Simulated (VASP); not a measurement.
Band structure of HfS2 (1T layered). Method: optB88-vdW, VASP's PBE PAW potentials (set 64) (plane waves; VASP 6.6.1).

Unless said otherwise, spin-orbit coupling is left out, though it shifts the bands of the heavy elements here.

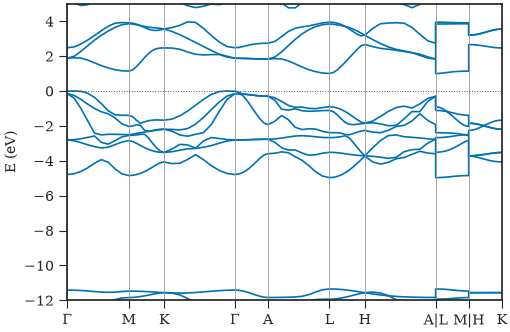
Figure: Bands along high-symmetry lines, zero at the valence-band maximum or, without a gap, the Fermi level

Q: Read the plot: is there a gap, and where are the band edges?

A: The gap is indirect, 1.00 eV, from the valence maximum at K-Γ at 0.89 to the conduction minimum at L. (Edges off the drawn lines would not show.)

Measured: gap 1.80 eV (computed value off by -0.80 eV), as given by Miłosz Rybak et al., Nanomaterials (2022), arXiv:2210.12074.

The compound is HfS2 in the 1T layered structure. It was relaxed first.
